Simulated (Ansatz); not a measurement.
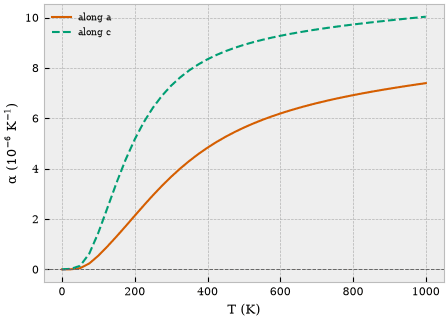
*Linear thermal expansion of TiB2 (P6/mmm, relaxed from the AlB2 type) from the quasi-harmonic free energy, DFT at the PBEsol level (Ansatz, an electronic-structure program)*

**Question.** Read off α along c at 200 K, and say whether it is negative anywhere.

**Answer.** About 5.2 × 10⁻⁶ K⁻¹. It is not negative in the range shown.

The PAW data sets were generated under PBE and serve the other functionals too.
